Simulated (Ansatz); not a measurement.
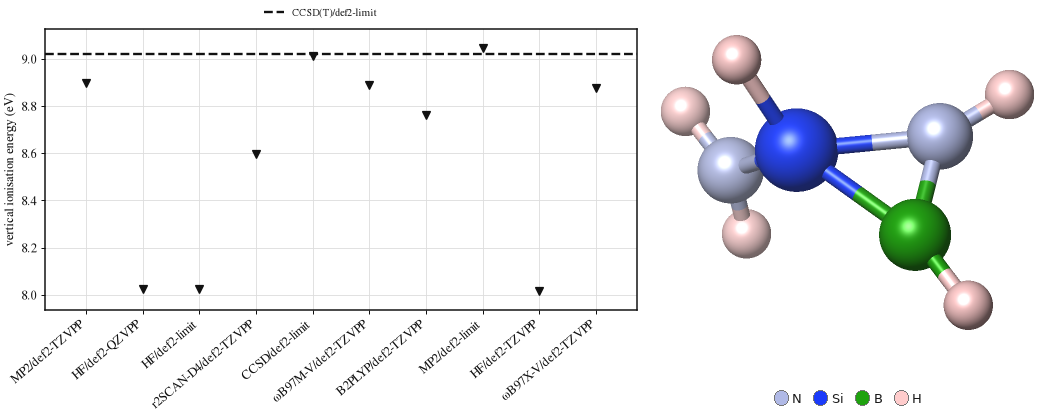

Vertical ionisation energy of BSiN₂H₅, SMILES N[Si@H]1BN1, taken as the energy of the cation less that of the neutral at fixed geometry (unrestricted doublet cation, cores frozen in correlated methods, no spin-orbit coupling), the Ansatz code 0.2.0, at a PBE0-D4/def2-TZVP geometry (a minimum by its frequencies). Limit means an estimate of the basis limit from triple and quadruple zeta; for coupled cluster it is either extrapolated directly or built as the MP2 limit plus the step from MP2 in triple zeta. B2PLYP/def2-TZVPP holds a correlation term that converges slowly with the basis, so part of the distance to the limit is basis error. The distance of MP2/def2-TZVPP to the limit includes basis error.

### Which level comes closest to the line (CCSD(T)/def2-limit), and which misses most?

Closest CCSD/def2-limit (9.01 eV), against 9.02 eV; farthest HF/def2-TZVPP (8.02 eV).

### What range do the values span, the line included?

From 8.02 eV (HF/def2-TZVPP) to 9.05 eV (MP2/def2-limit).
